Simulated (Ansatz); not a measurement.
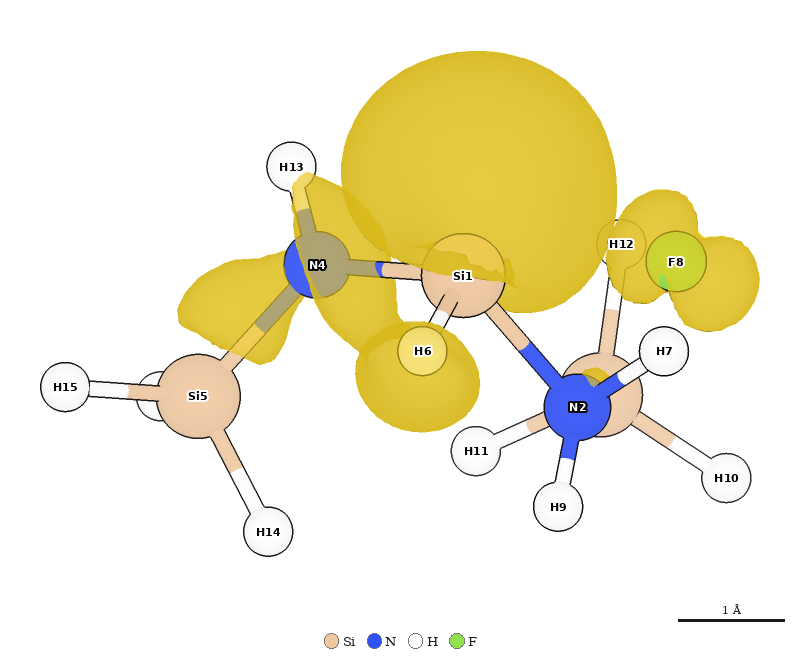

Figure. H10N2Si3···F (doublet). Isosurfaces of the spin density (α minus β) at +0.015 (yellow) and −0.015 e/Å³ (cyan), seen from one side.

A transition-state structure; geometry: PBE0-D4/def2-TZVP.

All numbers below come from UKS PBE0-D4/def2-TZVPP (Ansatz).

```xyz
16

Si    0.6379    1.1681    0.7433
N     1.3194   -0.4376    0.0860
Si    0.9372   -0.9030   -1.5760
N    -1.0267    1.1448    0.1933
Si   -2.2666    0.0246    0.6353
H     0.6631    0.9372    2.2122
H     2.3621    0.1647    0.2994
F     2.7896    1.2095    0.7152
H     1.2186   -1.1970    0.7526
H     1.9044   -1.9432   -2.0051
H    -0.4400   -1.4460   -1.6604
H     1.0759    0.3179   -2.4009
H    -1.3187    1.9682   -0.3123
H    -1.5770   -1.1796    1.1736
H    -3.1888    0.5413    1.6839
H    -3.0904   -0.3697   -0.5401
```

### Which atoms carry the spin?

The unpaired spin (1 electron) lies mostly on Si1 (about 0.7), F8 (about 0.1) and N4 (about 0.1), in electrons by Hirshfeld's partition. Only one sign reaches the isovalue.
